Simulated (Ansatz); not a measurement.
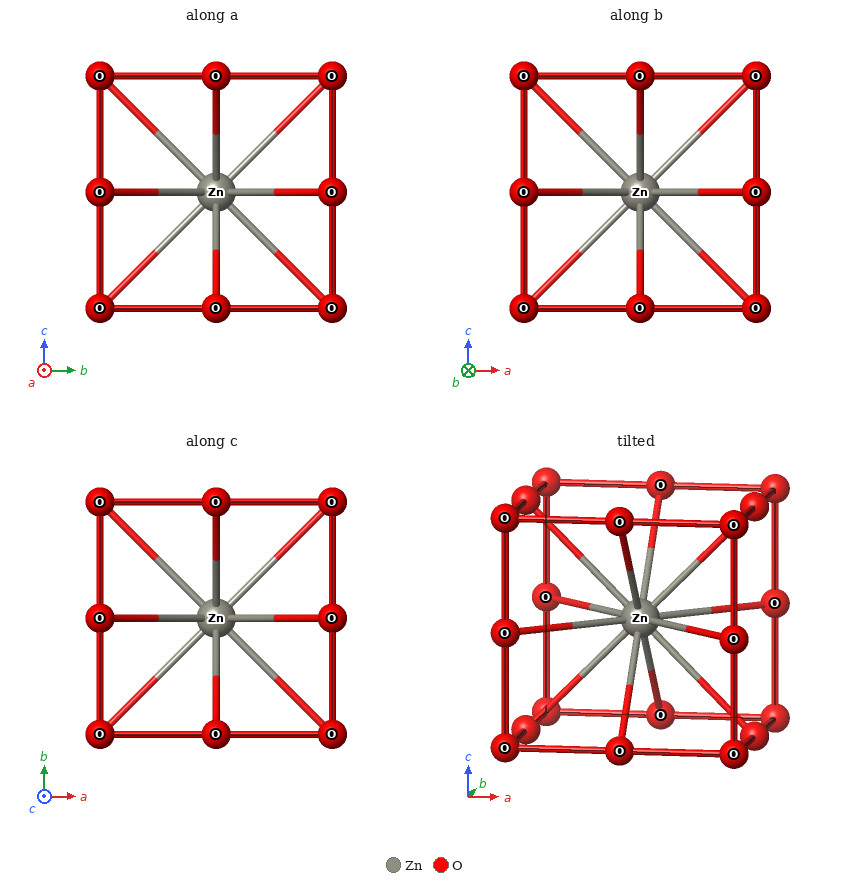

Shown here is a ball-and-stick view of the crystal, taken along the a axis, along the b axis, along the c axis and slightly off an axis. Thin lines show the conventional unit cell, with boundary atoms drawn in all their periodic places.

Lattice parameters: a = 3.5795 Å, b = 3.5795 Å, c = 3.5795 Å, α = 90.000°, β = 90.000°, γ = 90.000°.

Q: Set out the cell and atoms as a CIF with its space group and independent sites.

A:
```cif
data_structure
_symmetry_space_group_name_H-M 'P m -3 m'
_symmetry_Int_Tables_number 221
_cell_length_a 3.5795
_cell_length_b 3.5795
_cell_length_c 3.5795
_cell_angle_alpha 90.000
_cell_angle_beta 90.000
_cell_angle_gamma 90.000
_cell_volume 45.86
loop_
_atom_site_label
_atom_site_type_symbol
_atom_site_symmetry_multiplicity
_atom_site_Wyckoff_symbol
_atom_site_fract_x
_atom_site_fract_y
_atom_site_fract_z
_atom_site_occupancy
Zn1 Zn 1 b 0.5000 0.5000 0.5000 1
O1 O 1 a 0.0000 0.0000 0.0000 1
O2 O 3 d 0.5000 0.0000 0.0000 1
```

Provenance: a random cell made by a generator, so it need not be a real form of the compound. The picture shows the end point of a geometry optimisation with DFT PBE, scalar-relativistic, plane waves, PAW (Ansatz 0.2.0).
